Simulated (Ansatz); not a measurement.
H4OSi···H2···H2O

Input

```
crystal:
  periodic: [false, false, false]
  atoms:
    - {symbol: Si, position_ang: [-0.200567, 0.620218, -1.511578]}
    - {symbol: H, position_ang: [-1.947207, -1.692490, 0.865187]}
    - {symbol: H, position_ang: [-0.690804, -0.692982, -2.002106]}
    - {symbol: H, position_ang: [-1.209742, 1.266300, -0.645328]}
    - {symbol: H, position_ang: [0.104973, 1.481917, -2.684277]}
    - {symbol: H, position_ang: [0.926688, -0.044484, 1.299911]}
    - {symbol: O, position_ang: [1.146965, 0.442631, -0.557904]}
    - {symbol: H, position_ang: [-1.369977, -1.448382, 1.275940]}
    - {symbol: O, position_ang: [0.714637, -0.374772, 2.183784]}
    - {symbol: H, position_ang: [1.920282, 0.034485, -0.950889]}
    - {symbol: H, position_ang: [0.604950, 0.407557, 2.727261]}
basis:
  gaussian: {orbitals: def2-TZVPP}
hamiltonian: {xc: pbe0, dispersion: d4}
output: {orbitals: {seedname: orbitals}}
```

Command:

```sh
ansatz run in.yaml --threads 4 --pin off --events-out ev --progress --plain --max-ram 9574MiB
```

The product side of a reaction path; geometry: PBE0-D4/def2-TZVP.

Theory: RKS PBE0-D4/def2-TZVPP in Ansatz 0.2.0.

Q: Predict the electron density and electron localisation function between the atoms.

A: Si–O (1.66 Å): the density is about 1.1 e/Å³ at the midpoint; the ELF peaks at about 0.90 between the atoms; a shared but strongly polarised pair.
H–H (0.75 Å): ρ is about 1.8 e/Å³ halfway; the ELF peaks at about 1 between the atoms.
Si–H (1.49 Å): ρ at the midpoint is about 0.81 e/Å³; the ELF climbs to about 1 towards the hydrogen, as it does in any bond to H.

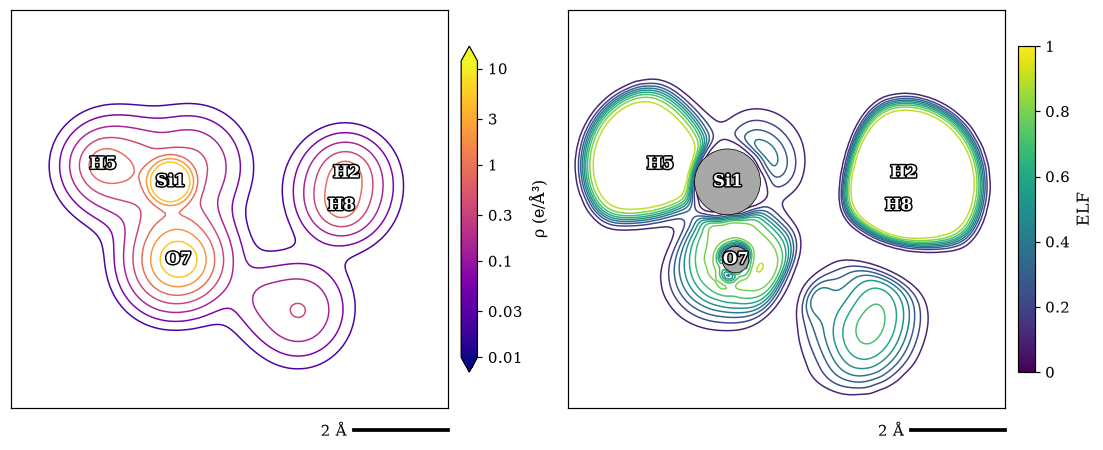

Computed electron density and electron localisation function on the plane of atoms H5, Si1 and O7, in this order. Grey discs cover the atomic cores in the ELF map. 
